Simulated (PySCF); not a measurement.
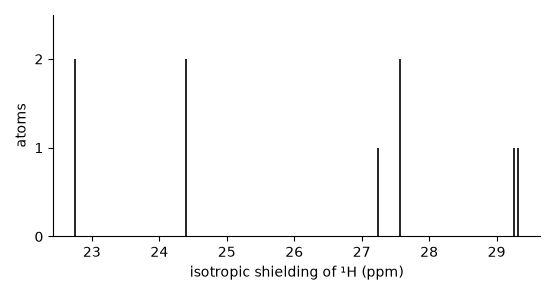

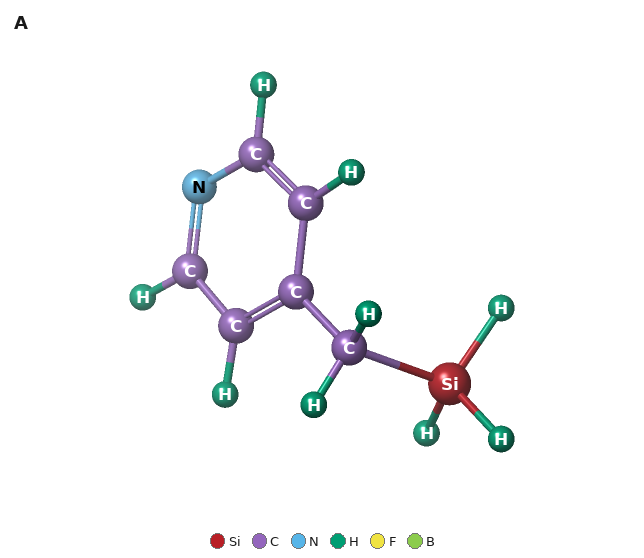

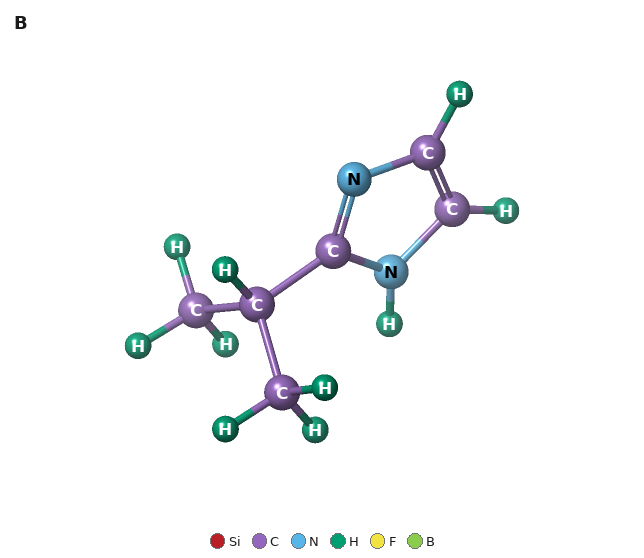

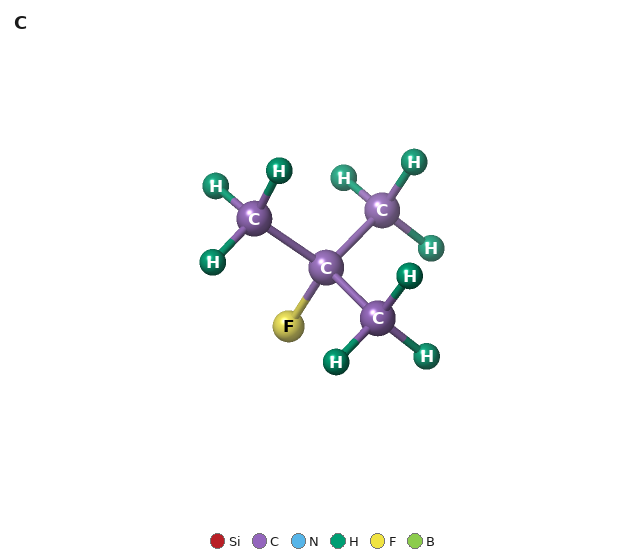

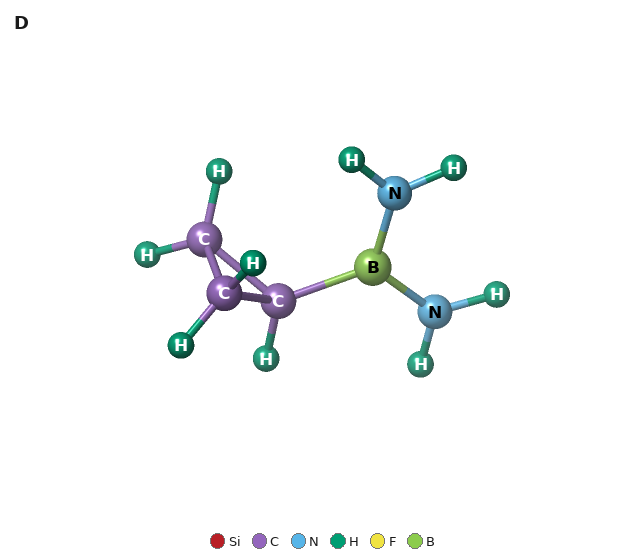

The sticks are computed shieldings of one of the molecules, for one fixed geometry (PBE0-D3(BJ)/def2-SVP) without averaging over rotations. Low shielding means a high chemical shift. Method: GIAO ωB97X-D/pcSseg-1 NMR shielding, non-relativistic, gas phase (PySCF 2.14.0).

Match the spectrum to a structure.

Answer. A, `[SiH3]Cc1ccncc1`. Its 9 H atoms give lines at 22.75 (2 atoms), 24.40 (2 atoms), 27.24, 27.56 (2 atoms), 29.26, 29.32 ppm.
